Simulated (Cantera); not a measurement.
Feed: 1 mol Si(CH3)4, 0.087 mol CH4, 1.2 mol H2, equilibrated at 2148 K.

These are equilibrium values from Cantera (NASA tables, ideal gas, pure condensed phases), not measurements of a reactor. Candidate condensed phases: C, C6H6, C7H8, C8H18, Si, SiC; 87 gas species. Gases not in the tables: Si2H6 and higher silanes. Equilibrium is a limit: real reactors are often held back by kinetics, nucleation or transport.

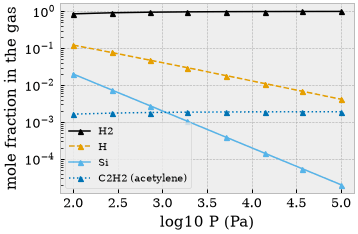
Figure: Equilibrium gas composition (values under 1e-9 drawn at 1e-9)

From 100 Pa to 100000 Pa the condensed part is C(graphite) + SiC(s). The main Si-bearing gas is Si at 100 Pa and SiH2 at 100000 Pa. The share of Si in condensed phases is highest at 100000 Pa (100.0 %) and lowest at 100 Pa (80.7 %).
